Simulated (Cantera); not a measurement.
A closed system holds: 1 mol SiH2Cl2, a varied amount of O3, 1.2 mol H2, at 1048.15 K and 31.0 mbar.

Equilibrium computed with Cantera from the NASA thermochemical tables; the gas is ideal and each condensed phase is pure. Candidate condensed phases: H2O, Si, SiO2; 30 gas species. Mutual solubility and eutectic melting of coexisting phases are not modelled. The tables' values for SiCl3 are old estimates; treat these amounts as uncertain. Equilibrium is a limit: real reactors are often held back by kinetics, nucleation or transport.

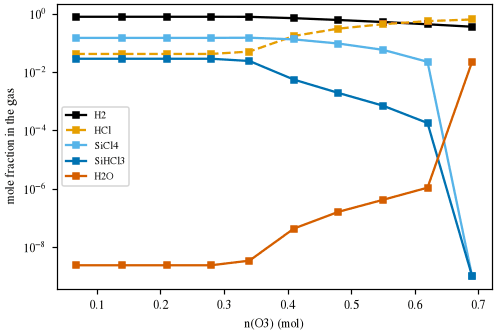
*Equilibrium gas composition (values under 1e-9 drawn at 1e-9)*

From 0.068 mol O3 to 0.28 mol O3 the condensed part is Si(s) + SiO2(β-quartz). From 0.34 mol O3 to 0.69 mol O3 the condensed part is SiO2(β-quartz).
